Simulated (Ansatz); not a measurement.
**Ni3Ge: vibrations against volume**

This session takes Ni3Ge and sets out to follow the modes with volume.

Computed with Ansatz 0.2.0 (DFT LDA, scalar-relativistic, plane waves, PAW, unless a step's input says otherwise).

1 further run of the same task is left out (set aside as unsound or not needed).

## 1. The starting structure

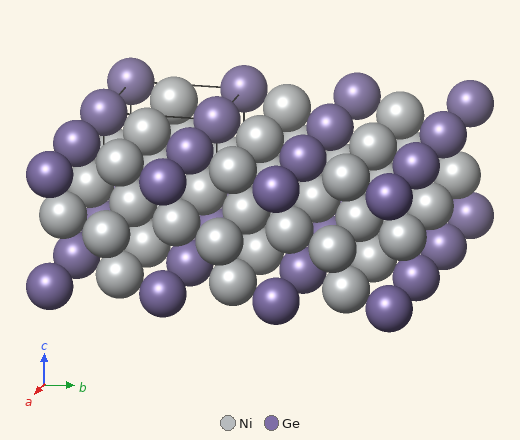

Start, viewed slightly off an axis; nickel light grey, germanium purple. 3×3×1 cells are drawn. Atoms on the faces are drawn again on the opposite ones.

As a file:

```xyz
4
Lattice="3.4905 0.0000 0.0000 0.0000 3.4905 0.0000 0.0000 0.0000 3.4905" Properties=species:S:1:pos:R:3 pbc="T T T"
Ni    1.7453    0.0000    1.7453
Ni    0.0000    1.7453    1.7453
Ni    1.7453    1.7453    0.0000
Ge    0.0000    0.0000    0.0000
```

It goes back to an entry of the Materials Project, which need not be the stable form.

It is the result of an earlier relaxation at this level (volume 10.63 Å³/atom; gap on the mesh: none (metal)).

## 2. Phonons at Γ, at rest

Input file input.yaml:

```yaml
crystal:
  lattice:
    - [3.4905407635, 0.0, 0.0]
    - [0.0, 3.4905407635, 0.0]
    - [0.0, 0.0, 3.4905407635]
  atoms:
    - { symbol: Ni, position: [0.5, 0.0, 0.5] }
    - { symbol: Ni, position: [0.0, 0.5, 0.5] }
    - { symbol: Ni, position: [0.5, 0.5, 0.0] }
    - { symbol: Ge, position: [0.0, 0.0, 0.0] }
basis:
  ecutwfc: 420
kpoints:
  mp_grid: { grid: [12, 12, 12] }
hamiltonian:
  xc: lda
scf:
  occupations: { method: fermi_dirac, width: 0.15 }
output:
  eigenvalues: true
phonons:
  method: dfpt
  eigenvectors: true
```

Started as:

```sh
ansatz run input.yaml --threads 2 --pin off --max-ram 6144MiB --backend cpu --events-out ev --progress --plain --runs-dir out
```

Standard output, cut to the lines that bear on the results:

```text
Warning: RAYON_NUM_THREADS=2 ignored (pool sized by the plan → 2); use --threads N
zone centre: on kpoints.mp_grid the ground state, and the responses unless they are solved on pairs of k-points, stand on 343 of the mesh's 1728 k-points, reduced under 8 symmetry operations, with k and −k counted as one. Each operation leaves every solved displacement unchanged or reverses it
[...]
Pseudopotentials: kind: paw
Pseudopotential: Ni, paw, valence charge 18, recommended cutoff 420 eV (normal), Ni.paw.azcp
Pseudopotential: Ge, paw, valence charge 14, recommended cutoff 420 eV (normal), Ge.paw.azcp
Functional definition: SPW92
[...]
Crystal: 4 atoms, lattice volume = 42.528 Å³
Basis set: ecut = 420 eV, 847 PW (Γ), exchange–correlation on 48×48×48 points (8 copies of the dense FFT grid, shifted against one another)
Bands: 41, of which v1, the nominal top of the filled ones, is band 34 counted from 1 (33 counted from 0)
Symmetry: 48 space group operations
k-points: 343 of 1728 (irreducible under 8 space group operations)
[...]
SCF iter   1: F=—  HF=-21537.366682 eV  |F-HF|=—  |Δ(HF+E_count)|=         —  Δρ=2.04e-2  dr2=7.68e-2  ethr=1.77e-3  ⟨swp⟩=5.4  Hψ=44520  notcnv=0  defer=29
[...]
SCF iter  11: F=-21537.349648 eV  HF=-21537.349648 eV  |F-HF|=0.00e0  |Δ(HF+E_count)|=  7.28e-12  Δρ=1.32e-7  dr2=5.01e-12  ethr=1.00e-12  ⟨swp⟩=7.0  Hψ=66381  notcnv=0
[...]
SCF converged after 11 iterations
Free energy (F): -21537.349648 eV
[...]
E sigma→0 (E₀):  -21537.269308 eV
Entropy (-TS):   -0.160680 eV (-40.170 meV/atom)
Fermi energy:    19.191002 eV
[...]
--- Band table (eV; the first three rows and the last of 343) ---
[...]
--- Phonons (Γ-DFPT): 3 representative perturbations + reference, on 343 of 1728 k-points (Σ response iterations 11) ---
  k mesh reduced under 8 symmetry operations, with k and −k counted as one. Each operation leaves every solved displacement unchanged or reverses it
  ASR residual: 1.006e-3 → 0.000e0 eV/Å²; symmetrization residual: 2.882e-6 eV/Å²
  ASR residual per site (eV/Å²): 1.01e-3 1.01e-3 1.01e-3 1.37e-5
  Γ frequencies (cm⁻¹): 0.00 0.00 0.00 175.19 175.19 175.19 198.98 198.98 198.98 305.37 305.37 305.37
  non-analytic LO–TO correction: not included (Born effective charges unavailable; polar crystals: no LO–TO splitting at Γ)
```

Wall time 2.2 min (2 threads of Arm Neoverse V2, shared host); peak memory 2.2 GiB.

The optical modes at Γ, the three translations left out (i: imaginary):

| cm⁻¹ | THz | modes |
| --- | --- | --- |
| 175 | 5.25 | 3 |
| 199 | 5.97 | 3 |
| 305 | 9.15 | 3 |

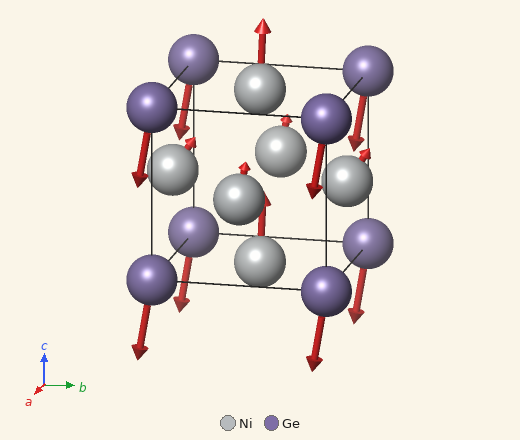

Displacements in the lowest optical mode (175 cm⁻¹), as red arrows in proportion to each atom's move. It is one member of a degenerate level, so its direction within the level is arbitrary.

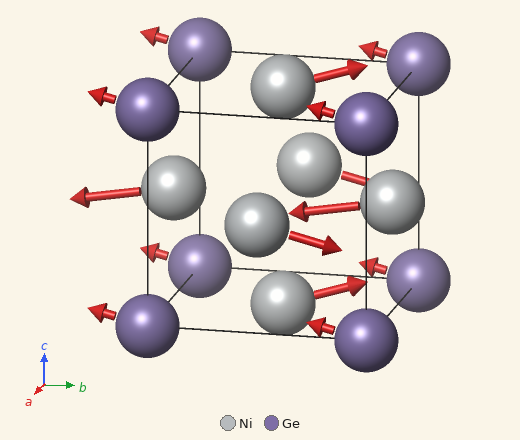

Displacements in the highest mode (305 cm⁻¹), as red arrows in proportion to each atom's move. It is one member of a degenerate level, so its direction within the level is arbitrary.

## 3. The cell at 0.98 of its volume

Changes to input.yaml since step 2:

```diff
@@ -2,5 +2,5 @@
   lattice:
-    - [3.4905407635, 0.0, 0.0]
-    - [0.0, 3.4905407635, 0.0]
-    - [0.0, 0.0, 3.4905407635]
+    - [3.4671136096, 0.0, 0.0]
+    - [0.0, 3.4671136096, 0.0]
+    - [0.0, 0.0, 3.4671136096]
   atoms:
@@ -19,5 +19,4 @@
 output:
+  forces: true
+  stress: true
   eigenvalues: true
-phonons:
-  method: dfpt
-  eigenvectors: true
```

Started as:

```sh
ansatz run input.yaml --threads 2 --pin off --max-ram 6144MiB --backend cpu --events-out ev --progress --plain --runs-dir out
```

Standard output, cut to the lines that bear on the results:

```text
Warning: RAYON_NUM_THREADS=2 ignored (pool sized by the plan → 2); use --threads N
[...]
Pseudopotentials: kind: paw
Pseudopotential: Ni, paw, valence charge 18, recommended cutoff 420 eV (normal), Ni.paw.azcp
Pseudopotential: Ge, paw, valence charge 14, recommended cutoff 420 eV (normal), Ge.paw.azcp
Functional definition: SPW92
[...]
Crystal: 4 atoms, lattice volume = 41.678 Å³
Basis set: ecut = 420 eV, 799 PW (Γ)
Bands: 41, of which v1, the nominal top of the filled ones, is band 34 counted from 1 (33 counted from 0)
Symmetry: 48 space group operations
Space group: Pm-3m (ITA 221), of the structure as read, at distance tolerance 3.5e-5 Å
k-points: 84 of 1728
[...]
SCF iter   1: F=—  HF=-21537.353861 eV  |F-HF|=—  |Δ(HF+E_count)|=         —  Δρ=2.06e-2  dr2=7.59e-2  ethr=1.77e-3  ⟨swp⟩=5.3  Hψ=10974  notcnv=0  defer=13
[...]
SCF iter   8: F=-21537.336629 eV  HF=-21537.336629 eV  |F-HF|=8.79e-9  |Δ(HF+E_count)|=   4.58e-8  Δρ=4.66e-6  dr2=1.24e-8  ethr=1.47e-10  ⟨swp⟩=5.7  Hψ=12899  notcnv=0
[...]
SCF converged after 8 iterations
Free energy (F): -21537.336629 eV
[...]
E sigma→0 (E₀):  -21537.259000 eV
Entropy (-TS):   -0.155257 eV (-38.814 meV/atom)
Fermi energy:    19.677674 eV
[...]
--- Forces (eV/Å), atoms counted from 1 ---
  atom   1  Ni     0.00000000    -0.00000000     0.00000000
  atom   2  Ni     0.00000000    -0.00000000    -0.00000000
  atom   3  Ni     0.00000000    -0.00000000     0.00000000
  atom   4  Ge    -0.00000000     0.00000000     0.00000000
[...]
--- Stress (GPa, compression-positive) ---
        5.010838       0.000000       0.000000
       -0.000000       5.010838       0.000000
       -0.000000       0.000000       5.010838
  P = ⅓ Tr σ = 5.0108 GPa (50.108 kbar)
--- Band table (eV; the first three rows and the last of 84) ---
[...]
```

Wall time 3.4 s (2 threads of Arm Neoverse V2, shared host); peak memory 0.39 GiB.

## 4. Phonons at Γ at 0.98 V

Changes to input.yaml since step 3:

```diff
@@ -19,4 +19,5 @@
 output:
-  forces: true
-  stress: true
   eigenvalues: true
+phonons:
+  method: dfpt
+  eigenvectors: true
```

Started as:

```sh
ansatz run input.yaml --threads 2 --pin off --max-ram 6144MiB --backend cpu --events-out ev --progress --plain --runs-dir out
```

Standard output, cut to the lines that bear on the results:

```text
Warning: RAYON_NUM_THREADS=2 ignored (pool sized by the plan → 2); use --threads N
zone centre: on kpoints.mp_grid the ground state, and the responses unless they are solved on pairs of k-points, stand on 343 of the mesh's 1728 k-points, reduced under 8 symmetry operations, with k and −k counted as one. Each operation leaves every solved displacement unchanged or reverses it
[...]
Pseudopotentials: kind: paw
Pseudopotential: Ni, paw, valence charge 18, recommended cutoff 420 eV (normal), Ni.paw.azcp
Pseudopotential: Ge, paw, valence charge 14, recommended cutoff 420 eV (normal), Ge.paw.azcp
Functional definition: SPW92
[...]
Crystal: 4 atoms, lattice volume = 41.678 Å³
Basis set: ecut = 420 eV, 799 PW (Γ), exchange–correlation on 48×48×48 points (8 copies of the dense FFT grid, shifted against one another)
Bands: 41, of which v1, the nominal top of the filled ones, is band 34 counted from 1 (33 counted from 0)
[...]
SCF iter  11: F=-21537.336630 eV  HF=-21537.336630 eV  |F-HF|=1.09e-11  |Δ(HF+E_count)|=  1.46e-11  Δρ=1.32e-7  dr2=5.01e-12  ethr=1.00e-12  ⟨swp⟩=7.3  Hψ=66777  notcnv=0
[...]
SCF converged after 11 iterations
Free energy (F): -21537.336630 eV
[...]
E sigma→0 (E₀):  -21537.259000 eV
Entropy (-TS):   -0.155259 eV (-38.815 meV/atom)
Fermi energy:    19.677668 eV
[...]
--- Band table (eV; the first three rows and the last of 343) ---
[...]
--- Phonons (Γ-DFPT): 3 representative perturbations + reference, on 343 of 1728 k-points (Σ response iterations 11) ---
  k mesh reduced under 8 symmetry operations, with k and −k counted as one. Each operation leaves every solved displacement unchanged or reverses it
  ASR residual: 7.146e-4 → 0.000e0 eV/Å²; symmetrization residual: 2.643e-6 eV/Å²
  ASR residual per site (eV/Å²): 7.15e-4 7.15e-4 7.15e-4 2.71e-6
  Γ frequencies (cm⁻¹): 0.00 0.00 0.00 183.86 183.86 183.86 208.77 208.77 208.77 319.33 319.33 319.33
  non-analytic LO–TO correction: not included (Born effective charges unavailable; polar crystals: no LO–TO splitting at Γ)
```

It took 2.2 min on 2 threads of Arm Neoverse V2, shared host; peak memory 2.1 GiB.

Optical levels at the zone centre, without the three acoustic modes (i: imaginary):

```csv
cm⁻¹,THz,modes
184,5.51,3
209,6.26,3
319,9.57,3
```

## 5. The cell at 1.02 of its volume

Changes to input.yaml since step 4:

```diff
@@ -2,5 +2,5 @@
   lattice:
-    - [3.4671136096, 0.0, 0.0]
-    - [0.0, 3.4671136096, 0.0]
-    - [0.0, 0.0, 3.4671136096]
+    - [3.5136576012, 0.0, 0.0]
+    - [0.0, 3.5136576012, 0.0]
+    - [0.0, 0.0, 3.5136576012]
   atoms:
@@ -19,5 +19,4 @@
 output:
+  forces: true
+  stress: true
   eigenvalues: true
-phonons:
-  method: dfpt
-  eigenvectors: true
```

Started as:

```sh
ansatz run input.yaml --threads 2 --pin off --max-ram 6144MiB --backend cpu --events-out ev --progress --plain --runs-dir out
```

Standard output, cut to the lines that bear on the results:

```text
Warning: RAYON_NUM_THREADS=2 ignored (pool sized by the plan → 2); use --threads N
[...]
Pseudopotentials: kind: paw
Pseudopotential: Ni, paw, valence charge 18, recommended cutoff 420 eV (normal), Ni.paw.azcp
Pseudopotential: Ge, paw, valence charge 14, recommended cutoff 420 eV (normal), Ge.paw.azcp
Functional definition: SPW92
[...]
Crystal: 4 atoms, lattice volume = 43.379 Å³
Basis set: ecut = 420 eV, 847 PW (Γ)
Bands: 41, of which v1, the nominal top of the filled ones, is band 34 counted from 1 (33 counted from 0)
Symmetry: 48 space group operations
Space group: Pm-3m (ITA 221), of the structure as read, at distance tolerance 3.5e-5 Å
k-points: 84 of 1728
[...]
SCF iter   1: F=—  HF=-21537.354506 eV  |F-HF|=—  |Δ(HF+E_count)|=         —  Δρ=2.03e-2  dr2=7.79e-2  ethr=1.77e-3  ⟨swp⟩=5.3  Hψ=10903  notcnv=0  defer=7
[...]
SCF iter   8: F=-21537.337597 eV  HF=-21537.337597 eV  |F-HF|=8.56e-9  |Δ(HF+E_count)|=   4.56e-8  Δρ=5.03e-6  dr2=1.25e-8  ethr=1.47e-10  ⟨swp⟩=4.1  Hψ=11495  notcnv=0
[...]
SCF converged after 8 iterations
Free energy (F): -21537.337597 eV
[...]
E sigma→0 (E₀):  -21537.254467 eV
Entropy (-TS):   -0.166260 eV (-41.565 meV/atom)
Fermi energy:    18.723317 eV
[...]
--- Forces (eV/Å), atoms counted from 1 ---
  atom   1  Ni     0.00000000    -0.00000000     0.00000000
  atom   2  Ni     0.00000000    -0.00000000    -0.00000000
  atom   3  Ni     0.00000000     0.00000000    -0.00000000
  atom   4  Ge    -0.00000000    -0.00000000    -0.00000000
[...]
--- Stress (GPa, compression-positive) ---
       -4.455767       0.000000       0.000000
       -0.000000      -4.455767       0.000000
       -0.000000       0.000000      -4.455767
  P = ⅓ Tr σ = -4.4558 GPa (-44.558 kbar)
--- Band table (eV; the first three rows and the last of 84) ---
[...]
```

It took 3.8 s on 2 threads of Arm Neoverse V2, shared host; peak memory 0.4 GiB.

## 6. Phonons at Γ at 1.02 V

Changes to input.yaml since step 5:

```diff
@@ -19,4 +19,5 @@
 output:
-  forces: true
-  stress: true
   eigenvalues: true
+phonons:
+  method: dfpt
+  eigenvectors: true
```

Started as:

```sh
ansatz run input.yaml --threads 2 --pin off --max-ram 6144MiB --backend cpu --events-out ev --progress --plain --runs-dir out
```

Standard output, cut to the lines that bear on the results:

```text
Warning: RAYON_NUM_THREADS=2 ignored (pool sized by the plan → 2); use --threads N
zone centre: on kpoints.mp_grid the ground state, and the responses unless they are solved on pairs of k-points, stand on 343 of the mesh's 1728 k-points, reduced under 8 symmetry operations, with k and −k counted as one. Each operation leaves every solved displacement unchanged or reverses it
[...]
Pseudopotentials: kind: paw
Pseudopotential: Ni, paw, valence charge 18, recommended cutoff 420 eV (normal), Ni.paw.azcp
Pseudopotential: Ge, paw, valence charge 14, recommended cutoff 420 eV (normal), Ge.paw.azcp
Functional definition: SPW92
[...]
Crystal: 4 atoms, lattice volume = 43.379 Å³
Basis set: ecut = 420 eV, 847 PW (Γ), exchange–correlation on 48×48×48 points (8 copies of the dense FFT grid, shifted against one another)
Bands: 41, of which v1, the nominal top of the filled ones, is band 34 counted from 1 (33 counted from 0)
[...]
SCF iter  11: F=-21537.337598 eV  HF=-21537.337598 eV  |F-HF|=0.00e0  |Δ(HF+E_count)|=  7.28e-12  Δρ=1.21e-7  dr2=4.29e-12  ethr=1.00e-12  ⟨swp⟩=6.7  Hψ=65982  notcnv=0
[...]
SCF converged after 11 iterations
Free energy (F): -21537.337598 eV
[...]
E sigma→0 (E₀):  -21537.254468 eV
Entropy (-TS):   -0.166261 eV (-41.565 meV/atom)
Fermi energy:    18.723306 eV
[...]
--- Band table (eV; the first three rows and the last of 343) ---
[...]
--- Phonons (Γ-DFPT): 3 representative perturbations + reference, on 343 of 1728 k-points (Σ response iterations 11) ---
  k mesh reduced under 8 symmetry operations, with k and −k counted as one. Each operation leaves every solved displacement unchanged or reverses it
  ASR residual: 1.067e-3 → 0.000e0 eV/Å²; symmetrization residual: 3.137e-6 eV/Å²
  ASR residual per site (eV/Å²): 1.07e-3 1.07e-3 1.07e-3 3.25e-7
  Γ frequencies (cm⁻¹): 0.00 0.00 0.00 166.74 166.74 166.74 189.48 189.48 189.48 291.90 291.90 291.90
  non-analytic LO–TO correction: not included (Born effective charges unavailable; polar crystals: no LO–TO splitting at Γ)
```

It took 2.2 min on 2 threads of Arm Neoverse V2, shared host; peak memory 2.2 GiB.

The optical modes at Γ, the three translations left out (i: imaginary):

```csv
cm⁻¹,meV,modes
167,20.7,3
189,23.5,3
292,36.2,3
```

## 7. Mode Grüneisen parameters

γ = −d ln ν / d ln V from the cells at 0.98 and 1.02 of the volume, modes matched by rank (crossings can mismatch them); frequencies in cm⁻¹:

```
0.98 V    V  1.02 V     γ
   184  175     167  2.44
   209  199     189  2.42
   319  305     292  2.25
```

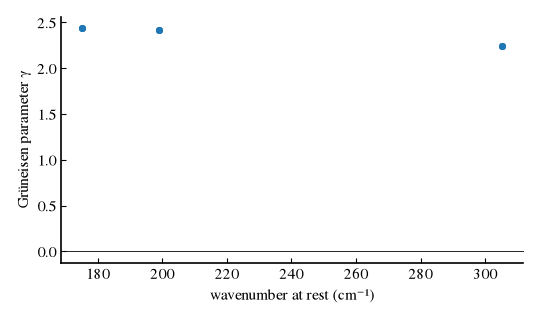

Grüneisen parameter of each real mode against its frequency.

The strained cells stand under 5.01 and -4.46 GPa, so B = −dP/d ln V ≈ 237 GPa.

## 8. Summary of results

| quantity | value |
| --- | --- |
| optical modes at Γ | 175 to 305 cm⁻¹ |
| optical modes at Γ at 0.98 V | 184 to 319 cm⁻¹ |
| optical modes at Γ at 1.02 V | 167 to 292 cm⁻¹ |
| bulk modulus from the two pressures | 237 GPa |
| mode Grüneisen parameters | 2.25 to 2.44, mean 2.37 |

**Reading.** All optical modes at Γ are real, so no distortion that keeps the cell lowers the energy to second order; that says nothing of other wave vectors. All real modes stiffen on compression; these are zone-centre modes alone. Spin polarisation is off in the runs that give these values; a magnetic solution could lie lower. In a metal such response values depend on mesh and smearing, which were not converged here.
